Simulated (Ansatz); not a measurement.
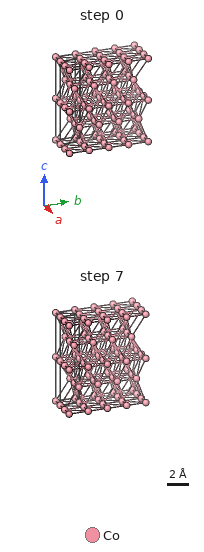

The structure of solid Co (a generated structure, set up in P6_3/mmc) before (top) and after (bottom) a relaxation, at one scale.

Style: ball-and-stick. Shown: the cell of the calculation, repeated 3 × 4 × 1 with one cell outlined, slightly off an axis.

Phase: dhcp.

Theory: Ansatz 0.2.0, DFT, r2SCAN, plane waves (500 eV) with PAW, scalar-relativistic. (plane-wave cutoff 500 eV; k-point mesh 14 × 14 × 4; occupations fermi dirac; smearing width 0.05 eV; collinear spin; cell and atoms relaxed; force threshold 0.01 eV/Å; at most 60 steps)

Describe what moved and what it gained.

Answer. No atom moves by more than 0.005 Å relative to the cell. Cell: a = b 2.502 → 2.434 Å (−2.7 %), c 8.171 → 8.688 Å (+6.3 %). Volume +0.7 %. Among the contacts that change: Co–Co 2.502 → 2.587 Å, Co–Co 2.502 → 2.434 Å. The space group stays P6_3/mmc (No. 194). Over 5 accepted moves (7 points after the start) the energy falls by 56.9 meV per atom. All forces vanish by symmetry, so only the cell relaxes. The pressure goes from −1.72 to 0.00 GPa. The SCF was repeated twice at an unchanged geometry on a basis and grid sized afresh for the cell, which shifted the energy by 0.3 meV per atom at most. The run may lie on a higher electronic state than the lowest, so the end point isn't shown to be the ground-state structure. The run took 6.6 min on 1 thread of Intel(R) Xeon(R) Platinum 8259CL CPU @ 2.50GHz (Skylake/Cascade Lake), with other jobs on the host, peak memory 0.79 GiB.
